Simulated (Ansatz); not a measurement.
CCaN (charge −1)

Input

```
basis:
  gaussian:
    orbitals: def2-TZVPD
crystal:
  periodic: [false, false, false]
  atoms:
    - symbol: C
      position_ang: [0.000000, 0.000000, -0.436519]
    - symbol: Ca
      position_ang: [0.000000, 0.000000, 2.035288]
    - symbol: "N"
      position_ang: [0.000000, 0.000000, -1.598769]
total_charge: -1
output:
  forces: true
  orbitals: {seedname: orbitals}
hamiltonian:
  xc: pbe0
```

Command:

```sh
ansatz run input.yaml --threads 1 --pin off --max-ram 2610MiB --events-out events.jsonl --progress --plain --runs-dir runs
```

Geometry: PBE0-D4/def2-TZVPD; the highest occupied orbital lies above zero, a sign that basis and functional describe the outermost electron poorly.

All numbers below come from isolated molecule in a Gaussian basis; Kohn-Sham density functional theory, functional PBE0 in Ansatz 0.2.0.

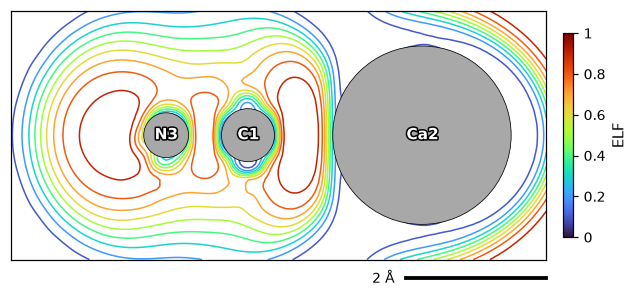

Figure 1. ELF on a plane that holds the molecular axis. Grey discs cover the atomic cores.

**What does the map show?**

Atoms in the plane: C, Ca and N. C–N (1.16 Å): the ELF peaks at about 0.85 between the atoms: a short, multiple covalent bond. C–Ca (2.47 Å): the ELF peaks at about 1 in the valence shell of C, 0.7 Å from its nucleus, and is about 0.20 at the midpoint. The ELF also peaks beside N3, away from the bonds: lone-pair regions.

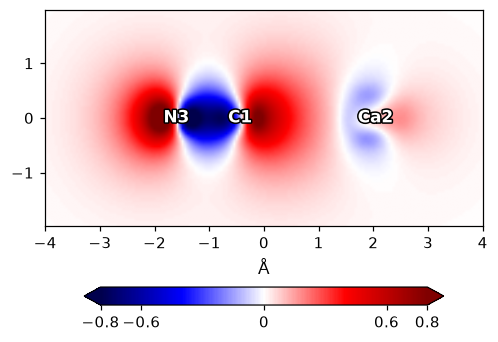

Figure 2. The HOMO−1 on a plane that holds the molecular axis (values in Å⁻³ᐟ²; the overall sign is arbitrary).

**Where does this orbital lie, and at what energy?**

Its weight (Hirshfeld) is mainly on N3 (about 45 %) and C1 (about 45 %); it is of σ type. Its energy is −4.59 eV.
